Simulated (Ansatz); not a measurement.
The figure comes from a scan of Ba$_{3}$PbO (anti-perovskite): a phonon pattern at M = (0.5, 0.5, 0.0) is frozen into a 10-atom cell, Q being the largest atomic displacement. Calculation: LDA (plane waves to 420 eV, PAW, scalar-relativistic; Ansatz, an electronic-structure program). k mesh 9×9×9 (Γ-centred), Fermi-Dirac smearing 0.05 eV. The energy includes the smearing's −TS. With partly filled bands, energies and forces of such displacements shift with the k mesh and the smearing. At this level the bands of Ba3PbO touch or barely overlap. Ba3PbO was relaxed with its symmetry unable to fall. Spin-orbit coupling is left out, though Pb is heavy. The zero of ΔE is the undisplaced structure.

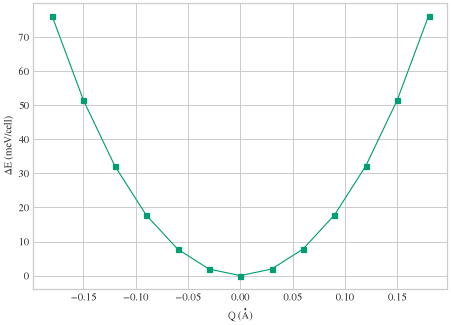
*ΔE (meV/cell) against Q (Å); one marker a computed point.*

Problem. Read the plotted values off the figure, to the accuracy that the plot allows.

Solution. To the nearest 1:

```tsv
Q (Å)	ΔE (meV/cell)
-0.180	76
-0.150	51
-0.120	32
-0.090	18
-0.060	8
-0.030	2
0.000	0
0.030	2
0.060	8
0.090	18
0.120	32
0.150	51
0.180	76
```

(For displaced atoms, the force is minus the slope of the energy, and its curvature is a force constant, which sets phonon frequencies.)
